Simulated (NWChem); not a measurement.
# BNH3S (SMILES N[B]S): UB3LYP/6-311+G(d,p)

What is the vertical ionisation energy of BNH3S at UB3LYP/6-311+G**? 

The results are computed with NWChem 7.3.0.

## Step 1: The structure to begin with

The species is BNH3S (6 atoms), meant as a doublet with charge 0. As SMILES, `N[B]S`. The coordinates come from a PBE0-D4/def2-TZVP relaxation. This is a higher conformer, about 7 kJ/mol above the lowest found by a separate search.

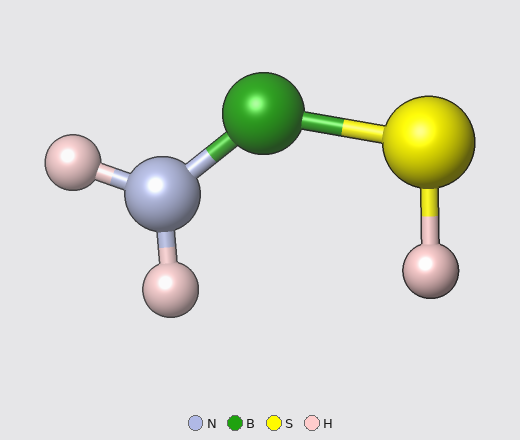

Viewed from a chosen angle; nitrogen light blue, boron green, sulfur yellow, hydrogen pink.

## Step 2: A single-point energy at UB3LYP/6-311+G(d,p)

File nw.nw:

```
start nw
title "BH3NS"
memory stack 880 mb heap 220 mb global 1100 mb
geometry units angstrom noautosym nocenter noautoz
  N     -0.621200     0.083000    -0.756700
  B     -0.538400    -0.445500     0.515700
  S      0.781100    -0.475200     1.709200
  H     -1.454200     0.016000    -1.315600
  H      0.135500     0.569200    -1.216600
  H      1.739200     0.188500     1.017800
end
basis spherical bse
  * library 6-311+G**
end
dft
  xc b3lyp
  mult 2
  grid xcoarse
  convergence energy 1e-08
  maxiter 100
  mulliken
  noprint "final vectors analysis"
end
task dft energy
```

The run is started by

```bash
$ nwchem nw.nw > nw.out
```

The program printed:

```text
[...]
          Wavefunction type:  spin polarized.
          No. of atoms     :     6
          No. of electrons :    31
[...]
          Charge           :     0
          Spin multiplicity:     2
[...]
          AO basis - number of functions:    92
[...]
              XC Information
              --------------
                         B3LYP Method XC Potential
                     Hartree-Fock (Exact) Exchange  0.200
                        Slater Exchange Functional  0.800 local
                    Becke 1988 Exchange Functional  0.720 non-local
              Lee-Yang-Parr Correlation Functional  0.810
                  VWN I RPA Correlation Functional  0.190 local
[...]
 d= 0,ls=0.0,diis     1   -479.5856531903 -5.61D+02  9.12D-03  2.40D-01     1.2
[...]
 d= 0,ls=0.0,diis    11   -479.6511401909 -7.69D-09  2.55D-07  9.69D-10     9.6
[...]
         Total DFT energy =     -479.651140190924
      One electron energy =     -821.415523162852
           Coulomb energy =      297.885750732958
    Exchange-Corr. energy =      -37.826586582650
 Nuclear repulsion energy =       81.705218821619
[...]
      Total Density - Mulliken Population Analysis
     ---------------------------------------------
    Atom       Charge   Shell Charges
 -----------   ------   -------------------------------------------------------
    1 N    7     7.51   1.09  0.90  0.82  0.85  1.83  0.58  1.31 -0.03  0.14  0.02
    2 B    5     5.07   1.13  0.86  0.46  0.66  0.96  0.39  0.35  0.12  0.03  0.11
    3 S   16    15.94   0.77  1.19  0.93  1.06  1.10  0.81  1.86  4.01  1.08  2.52  0.75 -0.08 -0.12  0.05
    4 H    1     0.74   0.27  0.40  0.02  0.04
    5 H    1     0.77   0.27  0.41  0.04  0.04
    6 H    1     0.98   0.25  0.54  0.16  0.03
[...]
      <S2> =      0.7528 (Exact =     0.7500)
[...]
```

Wall time 10 s (1 thread of Intel Xeon Platinum 8375C at 2.90GHz (Ice Lake), shared host); peak memory 0.11 GiB.

## Step 3: The singlet cation, same level

File work.nw:

```
start work
title "BH3NS B3LYP"
memory 2200 mb
charge 1

geometry units bohr noautosym nocenter noautoz
 N     -1.17389787     0.15684727    -1.42995576
 B     -1.01742855    -0.84187299     0.97453176
 S      1.47606508    -0.89799785     3.22991989
 H     -2.74803973     0.03023562    -2.48612369
 H      0.25605789     1.07563211    -2.29904080
 H      3.28661168     0.35621337     1.92336325
end

basis "ao basis" spherical bse
 * library 6-311+G**
end

dft
 xc b3lyp
 mult 1
 grid xcoarse
 convergence energy 1e-08
 iterations 100
 mulliken
 noprint "final vectors analysis"
end

task dft
```

The run is started by

```bash
$ nwchem work.nw > work.out
```

The program printed:

```text
[...]
          Wavefunction type:  closed shell.
          No. of atoms     :     6
          No. of electrons :    30
[...]
          Charge           :     1
          Spin multiplicity:     1
[...]
          AO basis - number of functions:    92
[...]
              XC Information
              --------------
                         B3LYP Method XC Potential
                     Hartree-Fock (Exact) Exchange  0.200
                        Slater Exchange Functional  0.800 local
                    Becke 1988 Exchange Functional  0.720 non-local
              Lee-Yang-Parr Correlation Functional  0.810
                  VWN I RPA Correlation Functional  0.190 local
[...]
 d= 0,ls=0.0,diis     1   -479.1368717993 -5.61D+02  2.73D-02  3.74D+00     1.1
[...]
 d= 0,ls=0.0,diis    12   -479.3517171604 -2.74D-09  3.43D-07  9.68D-10     8.8
         Total DFT energy =     -479.351717160441
      One electron energy =     -813.652885521153
           Coulomb energy =      290.114166035037
    Exchange-Corr. energy =      -37.518210584902
 Nuclear repulsion energy =       81.705212910576
[...]
      Total Density - Mulliken Population Analysis
     ---------------------------------------------
    Atom       Charge   Shell Charges
 -----------   ------   -------------------------------------------------------
    1 N    7     7.39   1.09  0.90  0.82  0.85  1.84  0.58  1.26 -0.04  0.09  0.01
    2 B    5     4.70   1.13  0.86  0.41  0.71  0.86  0.29  0.23  0.07  0.02  0.12
    3 S   16    15.70   0.77  1.19  0.93  1.06  1.12  0.80  1.86  4.01  1.07  2.47  0.55 -0.08 -0.12  0.05
    4 H    1     0.68   0.26  0.37 -0.00  0.04
    5 H    1     0.67   0.26  0.37 -0.01  0.05
    6 H    1     0.86   0.23  0.50  0.09  0.03
[...]
```

It took 9.3 s on 1 thread of Intel Xeon Platinum 8375C at 2.90GHz (Ice Lake), shared host; peak memory 0.11 GiB.

## Step 4: Outcome

At UB3LYP/6-311+G**:

| quantity | value |
| --- | --- |
| doublet BNH3S: total energy | -479.65114 Eh |
| doublet BNH3S: dipole moment | 3.00 D |
| doublet BNH3S: ⟨S²⟩ | 0.753 |
| singlet cation: total energy | -479.35172 Eh |
| vertical ionisation energy (to the singlet cation) | 8.148 eV |

What this shows: Removing an electron at fixed nuclei costs 8.15 eV (786 kJ/mol). Only the singlet of the ionised species was computed; a triplet could lie lower. Mulliken charges (doublet BNH3S) run from -0.51 on N1 to +0.26 on H4; in a basis this large or diffuse they mean little.
